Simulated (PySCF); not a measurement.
Vertical excitations of a molecule C6H4N2 from TDA-B3LYP/def2-SVPD (PySCF), as energy in eV (oscillator strength): 4.37 (0.001), 4.83 (0.004), 5.17 (0.046), 5.77 (0.253), 6.13 (0.000), 6.72 (0.000), 6.76 (0.261), 6.98 (0.109), 7.02 (0.000), 7.13 (0.006). Lowest triplet (TDA): 3.69 eV. Geometry optimised at PBE-D3(BJ)/def2-SVP. One conformer was computed; it need not be the lowest.

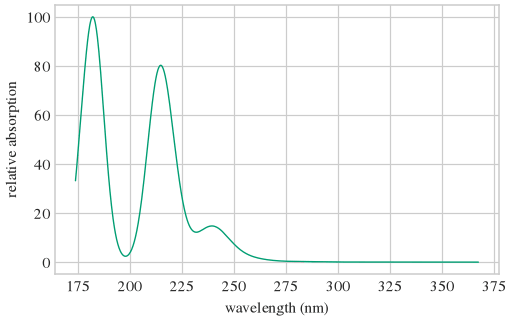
The lines broadened by 0.4 eV.

Q: Which molecule gave these data?
A) N#Cc1cccnc1
B) N#Cc1ccccn1
C) C#Cc1ccncn1
D) N#C/C=C/C=C/C#N

A: A, N#Cc1cccnc1
